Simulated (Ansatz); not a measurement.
# AlH2OF (SMILES [OH][AlH][F]) at 6 levels

Aim: a comparison of 6 runs (HF/STO-3G, CAM-B3LYP/STO-3G, PBE/STO-3G, UB3LYP/STO-3G, wB97X/STO-3G, CCSDT/STO-3G) of AlH2OF. 

The results are computed with Ansatz 0.2.0.

69 further runs of the same task are left out: 5 that didn't finish, 64 set aside as unsound or not needed.

**1. The system as given**

The species is AlH2OF (5 atoms), meant as a singlet with charge 0. As SMILES, `[OH][AlH][F]`. The Al2–O1 distance was set to 3.270 Å, away from the relaxed value. At this shape a bond of the SMILES string is far longer than usual.

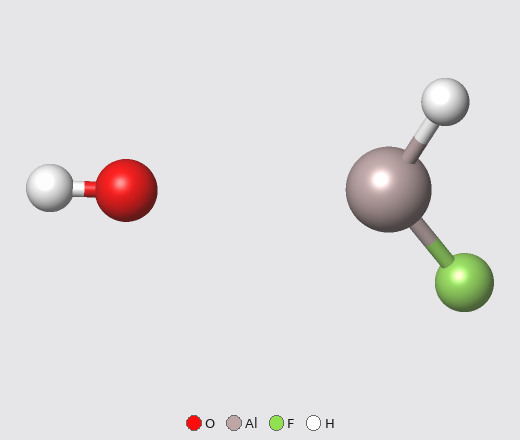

The structure, seen from a chosen angle (oxygen red, aluminium light grey, fluorine green, hydrogen white).

**2. A single-point energy at HF/STO-3G (run 1)**

File in.yaml:

```yaml
crystal:
  periodic: [false, false, false]
  atoms:
    - symbol: O
      position_ang: [-2.516393, 0.790725, -0.798635]
    - symbol: Al
      position_ang: [0.472970, -0.139110, 0.144100]
    - symbol: F
      position_ang: [0.778780, -1.566900, 0.912060]
    - symbol: H
      position_ang: [-3.365813, 1.093585, -1.085695]
    - symbol: H
      position_ang: [1.641100, 0.751530, -0.114560]
basis:
  gaussian: {orbitals: STO-3G}
hamiltonian: {xc: hf}
accuracy: high
```

The run is started by

```console
$ ansatz run in.yaml --threads 1 --pin off --max-ram 2610MiB --events-out events.jsonl --progress --plain --runs-dir runs
```

What it wrote:

```text
Warning: RAYON_NUM_THREADS=1 ignored (pool sized by the plan → 1); use --threads N
Functional definition: HF
  name "HF"
  exchange = exact_x
  correlation = 0
344 factors; integrals over basis functions are off by at most 3.9e-8 eV
mean field evaluation 1: about -11197.5108 eV, gradient 3.3e1 eV
mean field evaluation 2: about -11197.5335 eV, gradient 3.4e1 eV
mean field evaluation 4: about -11200.7791 eV, gradient 2.1e1 eV
mean field evaluation 8: about -11202.9274 eV, gradient 4.3e0 eV
mean field evaluation 16: about -11203.1436 eV, gradient 3.9e0 eV
mean field evaluation 32: about -11204.0668 eV, gradient 5.6e0 eV
mean field evaluation 64: about -11202.8799 eV, gradient 4.3e0 eV
mean field evaluation 96: about -11204.1957 eV, gradient 1.0e0 eV
mean field -11204.24279465 eV, -411.7483281949 hartree, gradient 1.1e-8 eV, S^2 0.000000; 2 other end points of the search recorded, 0 dependent functions left out
reference -11204.24279465 eV, -411.7483281949 hartree; 16, 16 occupied and 5, 5 virtual orbitals, 344 factors
Total energy: -11204.24279465 eV, -411.7483281949 hartree
```

Wall time 0.14 s (1 thread of Arm Neoverse V2, shared host).

**3. The energy at CAM-B3LYP/STO-3G (run 2)**

File job.yaml:

```yaml
basis:
  gaussian:
    orbitals: STO-3G
crystal:
  periodic: [false, false, false]
  atoms:
    - {symbol: O, position_ang: [-2.516393, 0.790725, -0.798635]}
    - {symbol: Al, position_ang: [0.472970, -0.139110, 0.144100]}
    - {symbol: F, position_ang: [0.778780, -1.566900, 0.912060]}
    - {symbol: H, position_ang: [-3.365813, 1.093585, -1.085695]}
    - {symbol: H, position_ang: [1.641100, 0.751530, -0.114560]}
hamiltonian:
  xc: {name: CAM-B3LYP}
accuracy: high
```

The run is started by

```console
$ ansatz run job.yaml --threads 1 --pin off --max-ram 2610MiB --events-out events.jsonl --progress --plain --runs-dir runs
```

What it wrote, shortened:

```text
Warning: RAYON_NUM_THREADS=1 ignored (pool sized by the plan → 1); use --threads N
Functional definition: CAM-B3LYP
  name "CAM-B3LYP"
[...]
344 factors; integrals over basis functions are off by at most 3.9e-8 eV
162 factors; integrals over basis functions are off by at most 9.8e-10 eV
[...]
mean field -11236.23336555 eV, -412.9239599914 hartree, gradient 2.6e-8 eV, S^2 0.000000; 2 other end points of the search recorded, 0 dependent functions left out
reference -11236.23337964 eV, -412.9239605094 hartree; 16, 16 occupied and 5, 5 virtual orbitals, 344 factors
Total energy: -11236.23337964 eV, -412.9239605094 hartree
```

Run time: 1.9 s. Hardware: 1 thread of Arm Neoverse V2, shared host; peak memory 0.099 GiB.

Runs 3 to 5 aren't shown in full; the table further down has their settings and results.

**4. The energy at CCSDT/STO-3G (run 6)**

File in.yaml:

```yaml
crystal:
  periodic: [false, false, false]
  atoms:
    - {symbol: O, position_ang: [-2.516393, 0.790725, -0.798635]}
    - {symbol: Al, position_ang: [0.472970, -0.139110, 0.144100]}
    - {symbol: F, position_ang: [0.778780, -1.566900, 0.912060]}
    - {symbol: H, position_ang: [-3.365813, 1.093585, -1.085695]}
    - {symbol: H, position_ang: [1.641100, 0.751530, -0.114560]}
basis:
  gaussian: {orbitals: STO-3G}
scf: {omitted_lower_state_checks: [cluster_reference, increment]}
correlation: {method: ccsdt, frozen_orbitals: {Al: 5, F: 1, H: 0, O: 1}}
accuracy: high
```

The run is started by

```console
$ ansatz run in.yaml --threads 1 --pin off --max-ram 2610MiB --events-out events.jsonl --progress --plain --runs-dir runs
```

What it wrote:

```text
Warning: RAYON_NUM_THREADS=1 ignored (pool sized by the plan → 1); use --threads N
[... 13 lines left out ...]
7 core orbitals not correlated: weight in the atoms' cores, before any rotation towards them, 1.000 or more for the frozen orbitals, at most 0.000 for the correlated occupied ones
[... 62 lines left out ...]
WARN: these amplitudes may be one of several solutions (largest doubles amplitude 1.24, level shift 10.57 eV)
Total energy: -11211.82593395 eV, -412.0270034241 hartree
Checks for a lower state left out: cluster_reference, increment
```

It took 0.56 s on 1 thread of Arm Neoverse V2, shared host.

**5. Overview of the runs**

| run | level | frozen core orbitals | energy (Eh) | wall time |
| --- | --- | --- | --- | --- |
| 1 | HF/STO-3G | – | -411.748328 | 0.14 s |
| 2 | CAM-B3LYP/STO-3G | – | -412.923961 | 1.9 s |
| 3 | PBE/STO-3G | – | -412.734112 | 1.3 s |
| 4 | UB3LYP/STO-3G | – | -413.095703 | 8.7 s |
| 5 | wB97X/STO-3G | – | -412.974548 | 8.1 s |
| 6 | CCSDT/STO-3G | 7 | -412.027003 | 0.56 s |

**6. Results**

| quantity | value |
| --- | --- |
| run 6: total energy | -412.02700 Eh |
| run 6: correlation energy (7 core orbitals frozen) | -278.7 mEh |
| run 6: T1 diagnostic | 0.120 |

Totals of different functionals can't be ranked against each other. In run 6 the log says that unrestricted orbitals would lower the reference, so the values rest on an unstable closed-shell determinant (other closed-shell runs at this shape may share the fault). In runs 1, 2, 3, 4, 5, 6 the basis is minimal, so the values are rough. Spin contamination of the reference: run 4 ⟨S²⟩ = 0.97. Where it is this large, the reference is a mixture of spin states, and values that rest on it are in doubt. All runs together took 21 s, the longest 8.7 s.
